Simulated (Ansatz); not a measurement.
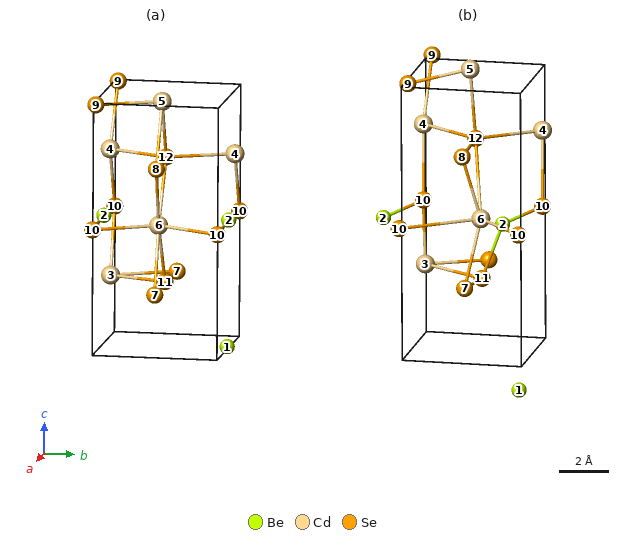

The structure of solid BeCd$_{2}$Se$_{3}$ (a generated structure, set up in P1) (coarse preliminary run) before (left) and after (right) a relaxation, at one scale.

The picture is a ball-and-stick view of the cell of the calculation, seen slightly off an axis.

All numbers below come from DFT PBE, scalar-relativistic, plane waves, PAW in Ansatz 0.2.0.

Input file:
```yaml
crystal:
  lattice:
    - [0.010915121, -0.0852676151, 5.2247481277]
    - [5.2293034478, -0.009392962, 0.0111136072]
    - [-0.0187859239, 10.5232352653, -0.1736363301]
  atoms:
    - { symbol: Be, position: [0.4986578707, -0.0077241234, 0.0063927711] }
    - { symbol: Be, position: [0.4912231106, -0.0025761413, 0.5076561292] }
    - { symbol: Cd, position: [0.2401149487, 0.0094025646, 0.2473195146] }
    - { symbol: Cd, position: [0.2432417571, 0.0005487672, 0.7476847655] }
    - { symbol: Cd, position: [0.7585276819, 0.5070070776, -0.005731465] }
    - { symbol: Cd, position: [0.7465102337, 0.4813739414, 0.5011219317] }
    - { symbol: Se, position: [0.0017212031, 0.4994470349, 0.2490544238] }
    - { symbol: Se, position: [-0.009199803, 0.5047092518, 0.7471237742] }
    - { symbol: Se, position: [-0.0038085534, 0.0182247052, -0.0059855118] }
    - { symbol: Se, position: [0.0024382003, -0.0026012182, 0.4981530335] }
    - { symbol: Se, position: [0.5103369736, 0.4937403973, 0.2558700059] }
    - { symbol: Se, position: [0.5202363768, 0.4984477429, 0.7513406273] }
basis:
  ecutwfc: 420
kpoints:
  mp_grid: { grid: [4, 4, 2] }
hamiltonian:
  xc: pbe
scf:
  occupations: { method: gaussian, width: 0.2 }
  lower_state_search: "off"
output:
  forces: true
  stress: true
  eigenvalues: true
relax:
  adjacent_minimum: "off"
  f_tol: 0.025
  max_steps: 60
  cell: { stress_tol: 0.25 }
```

Command:
```bash
ansatz run input.yaml --threads 1 --pin off --max-ram 2560MiB --backend cpu --events-out ev --progress --plain --runs-dir out
```

What changed between the two?

Answer. The run was cut off at its time limit before the relaxation converged, so the last structure is only a point on the way. After 14 geometry steps the energy has fallen by 279 meV per atom. Largest force component: 1 eV/Å at the start, 0.35 eV/Å at the end. Pressure: 0.29 GPa at the start and 0.04 GPa at the end. Be1 moves most relative to the cell: 1.74 Å along [2 −2 −3]. Largest moves by element: Be 1.74 Å, Se 1.34 Å, Cd 1.14 Å. The drawn cell changes as follows: a 5.225 → 5.727 Å (+9.6 %), b 5.229 → 4.996 Å (−4.5 %), c 10.525 → 11.372 Å (+8.0 %), α 90.2° → 91.8°, β 91.9° → 94.1°, γ 89.8° → 89.5°; the volume changes by +12.8 %. Near-neighbour distances that change, for instance: Be1–Se9 2.628 → 4.635 Å, Be2–Se10 2.676 → 4.517 Å, Be1–Se12 3.722 → 2.106 Å, Be2–Se11 3.733 → 2.510 Å. New bonds form: Be1–Se12 (3.72 → 2.11 Å), Be2–Se11 (3.73 → 2.51 Å). Bonds break: Be1–Se9 (2.63 → 4.64 Å). Bond angles that change, for instance: Be2–Se10–Cd4 63.7° → 108.4°, Cd3–Se10–Cd4 129.2° → 165.8°, Be1–Se9–Cd4 120.7° → 84.3°. The space group stays P1 (No. 1). Cost: 8.2 min on 1 thread of Intel(R) Xeon(R) 6975P-C (Granite Rapids), with other jobs on the host, peak memory 0.8 GiB.
